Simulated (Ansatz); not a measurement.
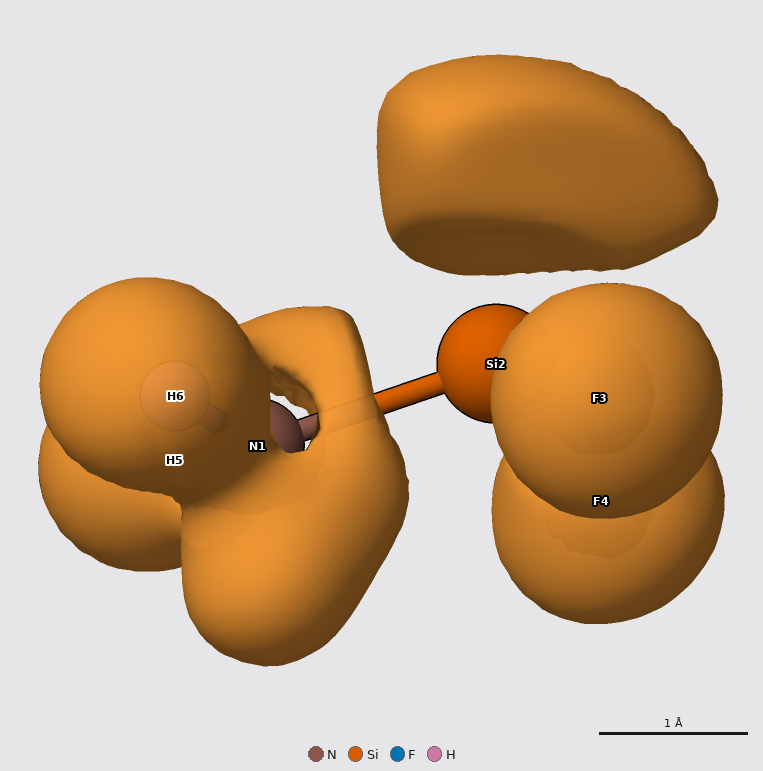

*F$_{2}$H$_{2}$NSi (SMILES N[Si](F)F) (doublet). Isosurface of the ELF at 0.75 (orange), seen from one side. Only the valence region is drawn (cores and ρ < 0.01 e/Å³ removed).*

Method: Ansatz 0.2.0, UKS PBE0-D4/6-31G*.

```yaml
atoms:
  - { symbol: N, position_ang: [-0.2428, 0.8180, 0.0659] }
  - { symbol: Si, position_ang: [0.1689, -0.7848, -0.4007] }
  - { symbol: F, position_ang: [1.7159, -0.9916, -0.0232] }
  - { symbol: F, position_ang: [-0.7301, -1.7748, 0.4885] }
  - { symbol: H, position_ang: [-1.2177, 1.0897, 0.0671] }
  - { symbol: H, position_ang: [0.3479, 1.5795, -0.2437] }
```

Q: Where are the electrons localised?

A: The surface consists of one lobe on Si, pointing away from the bonds (non-bonding electrons), two regions wrapped around F (its lone pairs, merged into a ring or cap) and one joined region spread over several atoms (H, N), in which their bonds and any lone pairs are merged. Profiles from the grid: Si–F (1.61 Å): the ELF peaks at about 0.80 in the valence shell of F, 0.6 Å from its nucleus, and is about 0.50 at the midpoint. Si–N (1.72 Å): the ELF peaks at about 0.90 between the atoms: a shared but strongly polarised pair.
